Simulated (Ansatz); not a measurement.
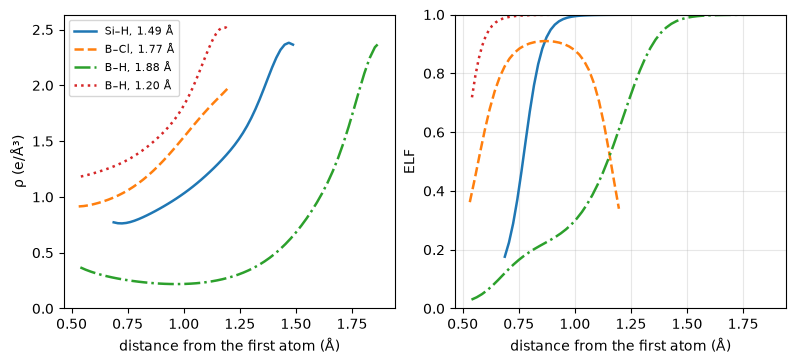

BClH2···SiH4. Total electron density and electron localisation function along straight lines between neighbouring atoms. The curves leave out the atomic cores.

Computed with Ansatz, RKS r2SCAN/def2-SVP.

```xyz
9

B     0.0559   -0.4181    0.0592
H    -0.0366   -0.9839    1.1172
Cl    1.6742   -0.2770   -0.6499
H    -0.8830   -0.1674   -0.6501
Si    0.4554    2.4997    1.0206
H     1.7761    2.2895    1.6742
H     0.6088    2.9567   -0.3861
H    -0.3823    3.4546    1.8041
H    -0.2609    1.1699    1.0057
```

Compare the contacts.

Answer. Si–H (1.49 Å): the density is about 0.77 e/Å³ at the midpoint; the ELF climbs to about 1 towards the hydrogen, as it does in any bond to H.
B–Cl (1.77 Å): ρ at the midpoint is about 1.3 e/Å³; the ELF peaks at about 0.90 between the atoms; a polar covalent bond.
B1···H9 (1.88 Å): the density falls to about 0.22 e/Å³ on the way; the ELF climbs to about 1 towards the hydrogen.
B–H (1.20 Å): ρ at the midpoint is about 1.2 e/Å³; the ELF climbs to about 1 towards the hydrogen; a covalent bond by its length.
